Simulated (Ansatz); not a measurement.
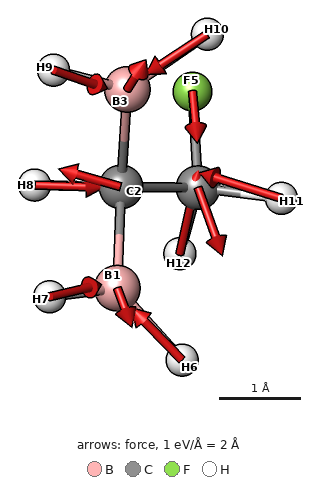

Starting geometry of C2H7B2F with the computed forces as red arrows. A ball-and-stick model, seen from a free direction.

The start comes from PBE-D4/def2-SVP.

Computed with RKS PBE0-D4/def2-TZVP (Ansatz 0.2.0).

Input file:
```yaml
crystal:
  periodic: [false, false, false]
  atoms:
    - {symbol: B, position_ang: [-0.553332, 0.758346, 1.226244]}
    - {symbol: C, position_ang: [-0.254733, 0.092596, -0.151156]}
    - {symbol: B, position_ang: [0.885874, 0.945071, -0.796476]}
    - {symbol: C, position_ang: [-0.093960, -1.416428, -0.183844]}
    - {symbol: F, position_ang: [0.179132, -1.853088, -1.477978]}
    - {symbol: H, position_ang: [-0.512863, 0.103887, 2.254338]}
    - {symbol: H, position_ang: [-0.830359, 1.940320, 1.292907]}
    - {symbol: H, position_ang: [-1.160109, 0.454699, -0.713247]}
    - {symbol: H, position_ang: [0.688041, 2.107445, -1.093572]}
    - {symbol: H, position_ang: [1.994492, 0.471423, -0.962380]}
    - {symbol: H, position_ang: [0.749130, -1.722416, 0.474366]}
    - {symbol: H, position_ang: [-1.014314, -1.937054, 0.164698]}
basis:
  gaussian: {orbitals: def2-TZVP}
hamiltonian: {xc: pbe0, dispersion: d4}
relax: {f_tol: 0.005, max_steps: 150}
```

Command:
```bash
ansatz run in.yaml --threads 4 --pin off --events-out ev --progress --plain --max-ram 10444MiB
```

### What follows when this structure is relaxed?

It isn't relaxed: the largest force vector, on H12, is 0.63 eV/Å. The final displacements follow the starting forces only in part (cosine between the two patterns 0.31). The energy falls by 1.13 kcal/mol in 10 accepted moves (11 points after the start). The largest force component goes from 0.51 to 0.0034 eV/Å. The line search rejected the trial step at point 9 of the run. The atom that moves furthest after the best rigid fit is H6 (0.11 Å). Largest moves by element: H 0.11 Å, F 0.08 Å, C 0.03 Å, B 0.02 Å. Among the contacts that change: B1–H6 1.219 → 1.198 Å, B1–H7 1.216 → 1.195 Å, C4–H11 1.113 → 1.094 Å, C2–H8 1.126 → 1.111 Å. Bond angles that change, for instance: B3–C2–H8 101.8° → 104.1°. Cost: 31 s on 4 threads of Arm Neoverse V2, with other jobs on the host.
